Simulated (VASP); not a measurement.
Band structure of AgCl (rock salt). These are PBE GGA with spin-orbit coupling, VASP's PBE PAW potentials (set 64) (plane waves; VASP) values and carry that method's errors.

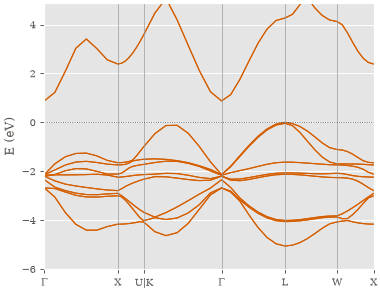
Bands along high-symmetry lines, zero at the valence-band maximum or, without a gap, the Fermi level

Task: Read the plot: is there a gap, and where are the band edges?

Result: The gap is indirect, 0.88 eV, from the valence maximum at L to the conduction minimum at Γ.

The compound is AgCl in the rock salt structure. It was relaxed first.
